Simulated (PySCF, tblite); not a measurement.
# AlH₆NO₃Si, a small molecule taken as a stand-in for a surface group (alumina monomer): NMR shifts, core binding energies and electronic excitations

Wanted: the NMR shifts, core binding energies and electronic excitations for `N[SiH2][O][Al]([OH])[OH]`.

Computed with tblite 0.8.0 and PySCF 2.14.0; each step states its level. No surroundings beyond the atoms listed, unless a continuum is named. Atoms count from 0, parts from 1.

### 1 The system as given

12 atoms, charge 0, multiplicity 1; geometry: distance geometry start.

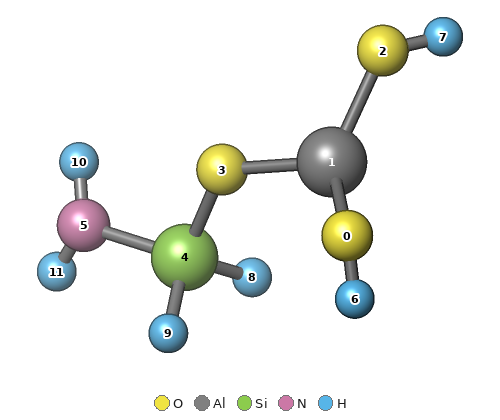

The starting geometry (oxygen yellow, aluminium grey, silicon green, nitrogen pink, hydrogen blue), atoms numbered.

### 2 Relaxing the cluster with GFN2-xTB

What the job is given:

```
{"job": {"kind": "relax", "xc": "GFN2-xTB", "basis": "xTB"}, "charge": 0, "multiplicity": 1}
O      1.891112     0.509484     2.871750
Al     0.031946     0.267832     2.798379
O     -0.838570     0.197120     4.427563
O     -0.577428    -0.871776     1.469484
Si    -0.664269    -0.514293    -0.262264
N     -1.627955    -1.788226    -1.110973
H      2.403625     1.015952     2.238978
H     -1.189826     0.972535     4.898473
H     -1.289677     0.761672    -0.437143
H      0.650834    -0.475826    -0.793604
H     -2.411581    -2.163080    -0.616963
H     -1.731676    -1.669884    -2.112392
```

Method: GFN2-xTB geometry optimisation, gas phase.

The run is started by

```
OMP_NUM_THREADS=1 python cluster_run.py task.json out
```

One launch serves the whole session: the jobs run in the order shown.

**Question.** The jobs that follow are: PBE0-D3(BJ)/def2-SVP geometry optimisation, gas phase; GIAO PBE0/pcSseg-1 NMR shielding, non-relativistic, gas phase; delta-SCF UKS SCAN, pcX-2 on the ionised atom, pcseg-1 elsewhere, spin-free X2C; TDDFT CAM-B3LYP/def2-SVPD, vertical, gas phase, core orbitals frozen in the response. Predict: point group; rotational constants (main isotopes); $^{1}$H shifts against TMS (PBE0/pcSseg-1); $^{17}$O shifts against H2O (PBE0/pcSseg-1); $^{27}$Al shifts against AlH4- (PBE0/pcSseg-1); $^{29}$Si shifts against TMS (PBE0/pcSseg-1); $^{15}$N shifts against NH3 (PBE0/pcSseg-1); O1s binding energies, SCAN/pcX-2; Al2p binding energies, SCAN/pcX-2; Si2p binding energies, SCAN/pcX-2; lowest singlet (CAM-B3LYP/def2-SVPD); lowest triplet; vertical ionisation energy (ΔSCF); vertical electron affinity (ΔSCF).

The runs gave:

| quantity | value |
| --- | --- |
| point group | C1 |
| rotational constants (main isotopes) | 4.28, 1.26, 1.04 GHz |
| $^{1}$H shifts against TMS (PBE0/pcSseg-1) | 4.80, 4.65, 1.36, 1.28, 1.24, 1.10 ppm |
| $^{17}$O shifts against H2O (PBE0/pcSseg-1) | 78.5, 10.3, 5.3 ppm |
| $^{27}$Al shifts against AlH4- (PBE0/pcSseg-1) | 15.4 ppm |
| $^{29}$Si shifts against TMS (PBE0/pcSseg-1) | -36.0 ppm |
| $^{15}$N shifts against NH3 (PBE0/pcSseg-1) | 40.9 ppm |
| O1s binding energies, SCAN/pcX-2 | O2 538.27, O0 538.23, O3 537.29 eV |
| Al2p binding energies, SCAN/pcX-2 | Al1 81.13 eV |
| Si2p binding energies, SCAN/pcX-2 | Si4 107.45 eV |
| lowest singlet (CAM-B3LYP/def2-SVPD) | 6.41 eV (193 nm), f = 0.073 |
| lowest triplet | 6.10 eV |
| vertical ionisation energy (ΔSCF) | 10.06 eV |
| vertical electron affinity (ΔSCF) | -0.40 eV (unbound: the value hangs on the basis) |

The start of the PBE0/def2-SVP relaxation was shaken at random by about 0.01 Å, so part of the energy gained, and of the first lengths quoted, undoes that. Over 17 steps the energy fell by 0.272 eV; of the close pairs, Si4–H9 changed most, 1.452 to 1.491 Å (PBE0/def2-SVP). No frequency check was run at this level, so the end point may be a saddle. At PBE0/pcSseg-1: Shielding is most anisotropic at Al1 (span 107 ppm, paramagnetic term -324 ppm). At SCAN/pcX-2: The O1s levels kept as sound span 0.98 eV, from O3 (oxygen bonded to Al, Si) up to O2 (oxygen bonded to Al, H). The first singlet state (HOMO→LUMO 0.73, HOMO→LUMO+1 0.21) lies at 6.41 eV and is bright. The lowest triplet lies 0.31 eV below the lowest singlet (triplets in Tamm-Dancoff, singlets in full TDDFT). The orbital energy would give 9.07 eV for ionisation, ΔSCF gives 10.06 eV. A capped cluster stands for the solid here, so long-range fields and strain are missing, and bands or shifts of the capping hydrogens have no counterpart in it.
